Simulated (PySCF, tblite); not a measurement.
# C5H7O+: dynamics, then NMR shifts on frames

Aim: move C5H7O+ (`[O+]#CCC1CC1`) away from its starting geometry and see how NMR shifts follow the geometry.

The runs use tblite 0.8.0 and PySCF 2.14.0, with density-fitted response routines of our own; the level of theory stands in each step. All values are computed, except where a source is named. Atoms count from 0, in the outputs and in this text.

### 1 The starting structure

13 atoms, charge 1, multiplicity 1; geometry from: GFN2-xTB.

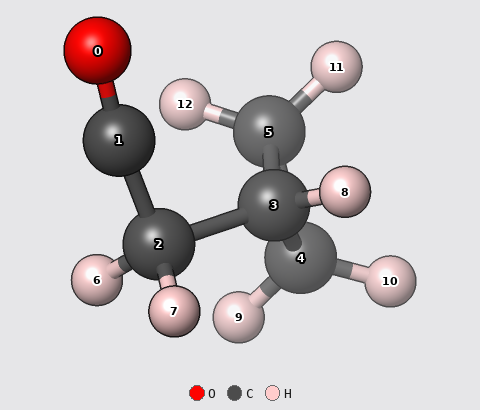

The starting geometry (oxygen red, carbon dark grey, hydrogen pink), atoms numbered; sticks join atoms by distance.

### 2 Dynamics with GFN2-xTB

The job: settings as JSON, then the geometry in Å.

```
{"job": {"kind": "md", "xc": "GFN2-xTB", "basis": "xTB", "temperature": 200, "steps": 2000, "every": 50, "frames": 5}, "charge": 1, "multiplicity": 1}
O      2.600765     0.958501     0.937304
C      1.946139     0.093177     0.661605
C      1.025305    -0.843841     0.237505
C      0.029220     0.031566    -0.571107
C     -1.436830    -0.275652    -0.416252
C     -0.881448     0.988456     0.147449
H      0.525338    -1.329537     1.085920
H      1.472232    -1.631915    -0.381035
H      0.398646     0.306194    -1.548971
H     -1.734284    -1.061604     0.260286
H     -2.036689    -0.232191    -1.312548
H     -1.114557     1.922676    -0.338326
H     -0.798225     1.074654     1.220442
```

Level: GFN2-xTB Langevin dynamics, gas phase.

Launch:

```console
$ OMP_NUM_THREADS=1 python probes_run.py task.json out
```

One launch serves the whole session: the jobs run in the order shown.

Output:

```text
t/fs     T/K      E/eV
    0.0   166.7   -484.91664
   25.0    70.5   -484.69015
   50.0   141.3   -484.72919
   75.0   149.8   -484.73306
  100.0   173.8   -484.73903
  125.0   124.4   -484.63804
  150.0   125.4   -484.65481
  175.0   161.5   -484.66500
  200.0   177.8   -484.75790
  225.0   121.4   -484.59831
  250.0   202.8   -484.69926
  275.0   158.6   -484.56030
  300.0   190.8   -484.65390
  325.0   184.6   -484.65982
  350.0   223.3   -484.68784
  375.0   213.3   -484.58396
  400.0   191.9   -484.63486
  425.0   224.5   -484.64852
  450.0   195.4   -484.65040
  475.0   174.5   -484.68788
  500.0   142.4   -484.71011
  525.0   141.5   -484.71052
  550.0   184.1   -484.66968
  575.0   183.7   -484.68791
  600.0   152.4   -484.59871
  625.0   188.7   -484.61441
  650.0   234.1   -484.70733
  675.0   178.9   -484.65547
  700.0   277.0   -484.68353
  725.0   154.7   -484.54575
  750.0   266.7   -484.66090
  775.0   222.6   -484.63622
  800.0   154.0   -484.52497
  825.0   162.8   -484.61216
  850.0   189.7   -484.57417
  875.0   184.5   -484.58127
  900.0   214.3   -484.68822
  925.0   220.4   -484.54848
  950.0   240.3   -484.53919
  975.0   163.9   -484.47818
 1000.0   251.5   -484.57589
```

Run time: 20 s. Hardware: 1 thread of AMD EPYC, shared host; peak memory 0.18 GiB.

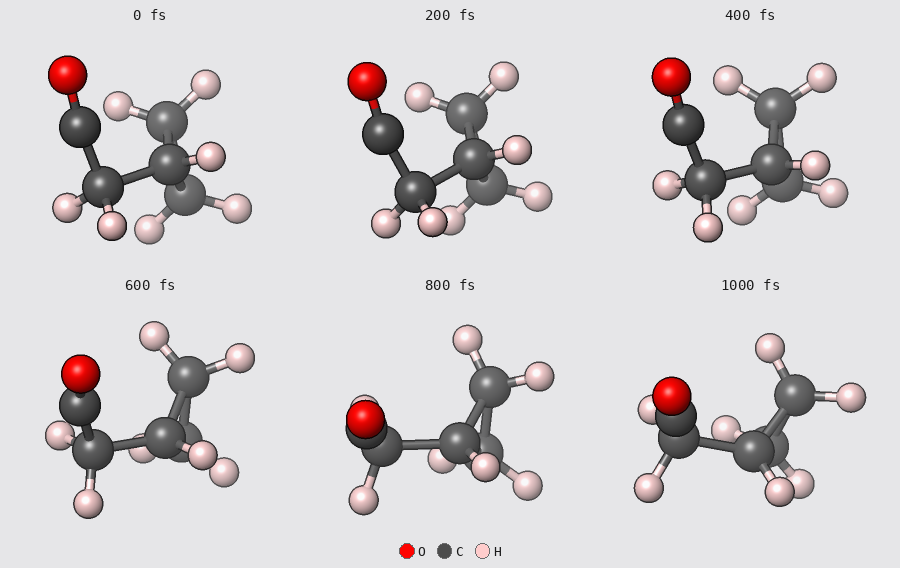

Frames of the run.

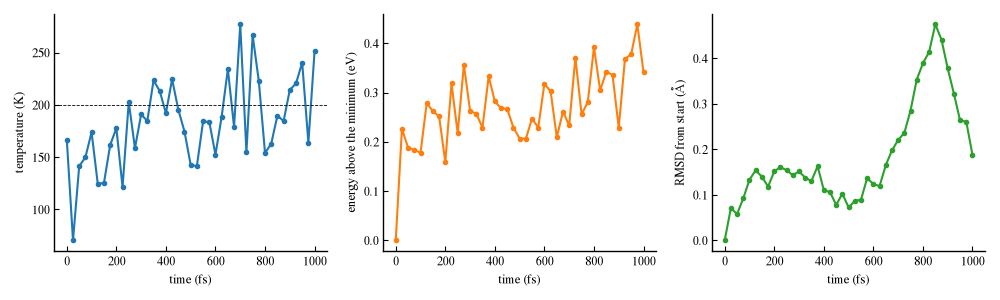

Temperature, potential energy and distance from the start.

Positions (Å) and forces (eV/Å) at 1000 fs:

```xyz
13

O     2.334   -0.316    0.650    1.148    0.128   -0.691
C     1.277   -0.527    0.922    0.649    0.722    0.574
C     0.015   -0.752    1.297   -1.875   -2.082    0.507
C    -0.961   -0.549    0.092   -0.105   -1.369   -0.396
C    -2.385   -0.182    0.461    1.088    0.051   -0.438
C    -1.447    0.798   -0.224   -1.235    0.035   -1.166
H    -0.394   -0.255    2.193    0.384    0.227   -0.274
H     0.036   -1.867    1.616   -0.299    0.967   -0.402
H    -0.825   -1.250   -0.753    0.069    0.376    0.712
H    -2.536   -0.021    1.504   -0.387    0.092    0.375
H    -3.197   -0.656   -0.055   -0.064    0.009   -0.130
H    -1.659    1.025   -1.309    0.445    0.028    1.515
H    -1.121    1.563    0.436    0.183    0.816   -0.186
```

### 3 NMR shieldings: 250 fs, PBE0/pcSseg-1

The job: settings as JSON, then the geometry in Å.

```
{"job": {"kind": "nmr", "xc": "PBE0", "basis": "pcSseg-1", "pop": false}, "charge": 1, "multiplicity": 1}
O      2.117200     0.858300     1.071600
C      1.554200    -0.034400     0.705400
C      0.694000    -0.981000     0.261900
C     -0.242300    -0.045200    -0.482300
C     -1.703000    -0.161200    -0.197600
C     -0.933200     0.954100     0.365200
H      0.231200    -1.487600     1.111400
H      1.055500    -1.837800    -0.358400
H      0.151200     0.216500    -1.465700
H     -2.123200    -0.917900     0.433600
H     -2.395900    -0.028700    -1.001000
H     -1.091900     1.955000    -0.018700
H     -0.748700     0.941500     1.460300
```

With the program's defaults for keys left out, this is: GIAO PBE0/pcSseg-1 NMR shielding, non-relativistic, gas phase.

Output:

```text
coarse grid: 10856 points
cycle   1  E = -269.1109785015  dE =  1.533e+00  |g| = 7.044e-01  |ddm| = 3.182e+00
cycle   2  E = -268.7316325415  dE =  3.793e-01  |g| = 1.624e+00  |ddm| = 1.562e+00
cycle   3  E = -269.2156792438  dE = -4.840e-01  |g| = 1.760e-01  |ddm| = 9.105e-01
cycle   4  E = -269.2226054256  dE = -6.926e-03  |g| = 6.306e-02  |ddm| = 2.011e-01
cycle   5  E = -269.2234553064  dE = -8.499e-04  |g| = 1.258e-02  |ddm| = 4.991e-02
cycle   6  E = -269.2234875171  dE = -3.221e-05  |g| = 3.350e-03  |ddm| = 1.253e-02
cycle   7  E = -269.2234900180  dE = -2.501e-06  |g| = 8.056e-04  |ddm| = 3.021e-03
final grid: 104856 points
cycle   8  E = -269.2709481142  dE = -1.194e-05  |g| = 1.404e-02  |ddm| = 2.817e-02
cycle   9  E = -269.2708183587  dE =  1.298e-04  |g| = 2.994e-02  |ddm| = 2.285e-02
cycle  10  E = -269.2709859613  dE = -1.676e-04  |g| = 2.695e-03  |ddm| = 1.568e-02
cycle  11  E = -269.2709875480  dE = -1.587e-06  |g| = 2.481e-04  |ddm| = 2.019e-03
cycle  12  E = -269.2709875615  dE = -1.349e-08  |g| = 1.095e-04  |ddm| = 3.399e-04
cycle  13  E = -269.2709875643  dE = -2.820e-09  |g| = 2.458e-05  |ddm| = 9.764e-05
cycle  14  E = -269.2709875644  dE = -1.158e-10  |g| = 8.836e-06  |ddm| = 2.433e-05
converged SCF energy = -269.2709875644

GIAO shielding tensors (ppm)
atom      isotropic    diamagn.    paramagn.     s11        s22        s33       span
  0 O      -27.921     397.275    -425.196   -215.990    -97.613    229.840    445.830
  1 C       24.492     263.208    -238.716    -94.706    -86.979    255.161    349.867
  2 C      169.784     254.137     -84.354    153.408    168.380    187.563     34.155
  3 C      176.381     254.246     -77.865    148.885    157.495    222.765     73.880
  4 C      163.685     252.319     -88.634    117.329    175.235    198.490     81.161
  5 C      172.700     251.893     -79.193    135.115    177.410    205.575     70.460
  6 H       28.614      28.246       0.369     23.845     26.578     35.421     11.576
  7 H       26.366      25.808       0.558     21.304     23.175     34.620     13.316
  8 H       29.603      31.379      -1.776     22.459     26.639     39.713     17.254
  9 H       29.907      30.698      -0.791     24.641     27.231     37.849     13.208
 10 H       29.616      29.292       0.324     24.024     25.080     39.744     15.719
 11 H       29.368      29.954      -0.586     24.099     24.732     39.273     15.174
 12 H       30.186      30.709      -0.523     25.611     26.963     37.983     12.372
```

Wall time 38 s (1 thread of AMD EPYC, shared host); peak memory 0.64 GiB.

The references, computed at this level on geometries of the same kind, shield at (ppm): ¹H TMS 31.72, ¹³C TMS 186.9, ¹⁷O H2O 336.1. Their shielding less the atom's gives the shift. The references are single molecules in the gas phase, so shifts against H2O, NH3, PH3, H3PO4 or CFCl3 are not on the usual liquid scales and can be off by tens of ppm. Each atom is listed at this fixed geometry, with no averaging over motion; a spectrum would average atoms that exchange fast.

```csv
atoms,environment,σ (ppm),δ (ppm)
C1,acylium carbon,24.5,162.4
C4,three-membered-ring carbon,163.7,23.2
C2,sp3 CH2,169.8,17.1
C5,three-membered-ring carbon,172.7,14.2
C3,three-membered-ring carbon,176.4,10.5
H7,hydrogen on an sp3 CH2,26.37,5.35
H6,hydrogen on an sp3 CH2,28.61,3.10
H11,hydrogen on a three-membered-ring carbon,29.37,2.35
H8,hydrogen on a three-membered-ring carbon,29.60,2.11
H10,hydrogen on a three-membered-ring carbon,29.62,2.10
H9,hydrogen on a three-membered-ring carbon,29.91,1.81
H12,hydrogen on a three-membered-ring carbon,30.19,1.53
O0,oxygen bonded to C,-27.9,364.0
```

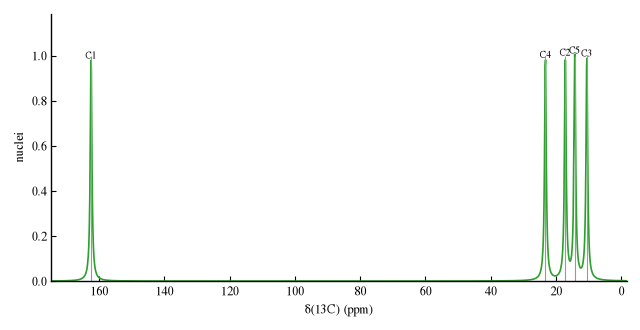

¹³C lines at the computed shifts, without couplings. Lines are broadened to a width of 0.61 ppm (Lorentzian).

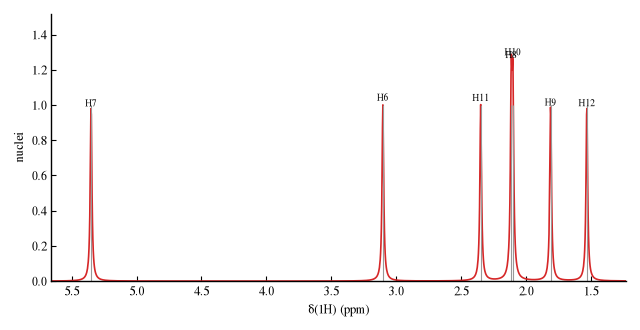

¹H lines at the computed shifts, without couplings. Lines are broadened to a width of 0.02 ppm (Lorentzian).

Ring of atoms C3, C4, C5: NICS(0) -44.5, NICS(1) -8.4, NICS(1)zz -22.8 ppm (means of both faces).

In rings of three or four atoms NICS is ruled by the nearby σ bonds, so it says little on aromaticity.

Orbitals, density, ELF and potential are computed afterwards from the orbital file.

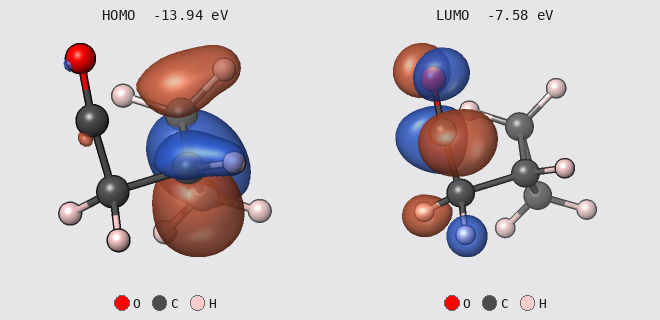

PBE0/pcSseg-1 orbitals near the gap, drawn at the value that encloses 70 % of each; the two colours are the two signs.

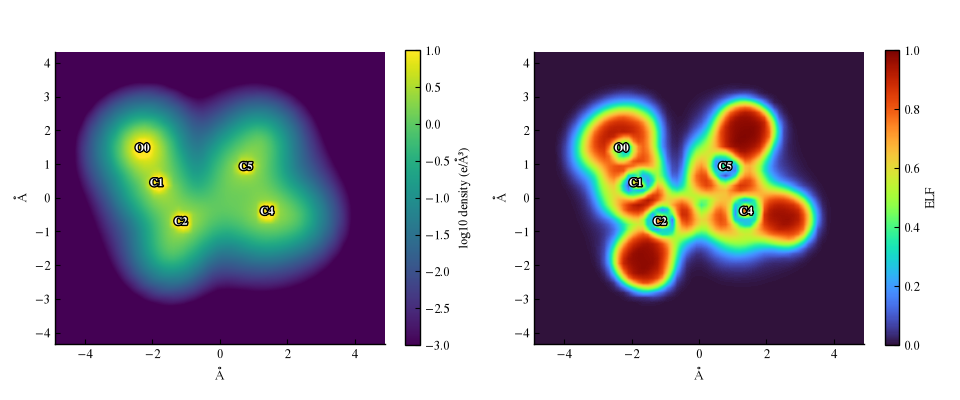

Density (left) and ELF (right) in a plane through or near 5 of the atoms.

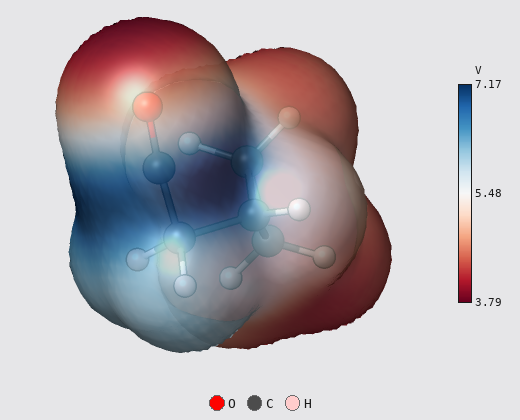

The potential that a unit positive charge feels on the 0.002 e/bohr³ surface, from the 1st to the 99th percentile, from 3.79 to 7.17 V.

### 4 NMR shieldings: 425 fs, PBE0/pcSseg-1

The job: settings as JSON, then the geometry in Å.

```
{"job": {"kind": "nmr", "xc": "PBE0", "basis": "pcSseg-1", "pop": false}, "charge": 1, "multiplicity": 1}
O      2.263000     0.516800     1.158500
C      1.467900    -0.234400     0.990700
C      0.364800    -0.991400     0.907700
C     -0.666000    -0.256400    -0.078800
C     -2.102700    -0.305800     0.333200
C     -1.319500     0.982800     0.495800
H     -0.151000    -1.101000     1.894700
H      0.619900    -1.953200     0.452600
H     -0.412900    -0.332100    -1.110900
H     -2.282300    -0.860100     1.258300
H     -2.838800    -0.405900    -0.427900
H     -1.452100     1.851000    -0.069700
H     -1.006200     1.181400     1.511200
```

With the program's defaults for keys left out, this is: GIAO PBE0/pcSseg-1 NMR shielding, non-relativistic, gas phase.

Output:

```text
coarse grid: 10856 points
cycle   1  E = -269.1133367829  dE =  1.413e+00  |g| = 6.882e-01  |ddm| = 3.168e+00
cycle   2  E = -268.7586578566  dE =  3.547e-01  |g| = 1.574e+00  |ddm| = 1.518e+00
cycle   3  E = -269.2153808321  dE = -4.567e-01  |g| = 1.608e-01  |ddm| = 8.683e-01
cycle   4  E = -269.2211419072  dE = -5.761e-03  |g| = 5.777e-02  |ddm| = 1.859e-01
cycle   5  E = -269.2218541802  dE = -7.123e-04  |g| = 1.219e-02  |ddm| = 4.640e-02
cycle   6  E = -269.2218848110  dE = -3.063e-05  |g| = 3.523e-03  |ddm| = 1.209e-02
cycle   7  E = -269.2218876218  dE = -2.811e-06  |g| = 8.811e-04  |ddm| = 3.103e-03
final grid: 104856 points
cycle   8  E = -269.2703474315  dE = -1.822e-05  |g| = 1.390e-02  |ddm| = 2.888e-02
cycle   9  E = -269.2702324841  dE =  1.149e-04  |g| = 2.863e-02  |ddm| = 2.166e-02
cycle  10  E = -269.2703842904  dE = -1.518e-04  |g| = 2.924e-03  |ddm| = 1.462e-02
cycle  11  E = -269.2703861530  dE = -1.863e-06  |g| = 2.362e-04  |ddm| = 2.222e-03
cycle  12  E = -269.2703861652  dE = -1.226e-08  |g| = 1.098e-04  |ddm| = 3.360e-04
cycle  13  E = -269.2703861681  dE = -2.908e-09  |g| = 2.692e-05  |ddm| = 1.005e-04
cycle  14  E = -269.2703861683  dE = -1.422e-10  |g| = 1.047e-05  |ddm| = 2.483e-05
converged SCF energy = -269.2703861683

GIAO shielding tensors (ppm)
atom      isotropic    diamagn.    paramagn.     s11        s22        s33       span
  0 O      -17.857     397.420    -415.277   -202.903   -149.620    298.953    501.856
  1 C       24.263     263.922    -239.659   -100.332    -91.277    264.399    364.730
  2 C      172.574     255.633     -83.059    156.698    173.383    187.640     30.943
  3 C      158.254     251.529     -93.275    125.922    133.656    215.182     89.260
  4 C      166.460     255.190     -88.730    122.691    176.203    200.486     77.795
  5 C      179.866     252.504     -72.638    141.266    180.717    217.616     76.350
  6 H       28.184      27.539       0.645     22.750     27.201     34.600     11.850
  7 H       27.485      27.180       0.305     22.034     25.342     35.080     13.047
  8 H       29.517      32.405      -2.888     23.096     27.136     38.318     15.222
  9 H       30.332      30.210       0.122     24.527     27.918     38.551     14.024
 10 H       29.729      29.769      -0.040     24.462     25.031     39.695     15.233
 11 H       30.498      31.227      -0.729     25.275     25.579     40.640     15.365
 12 H       31.322      31.735      -0.413     25.788     28.477     39.701     13.913
```

It took 26 s on 1 thread of AMD EPYC, shared host; peak memory 0.66 GiB.

Key values: δ C1 162.7, C3 28.7, C4 20.5, C2 14.4, H7 4.23, H6 3.53 ppm.

[end of part 1 of 2]
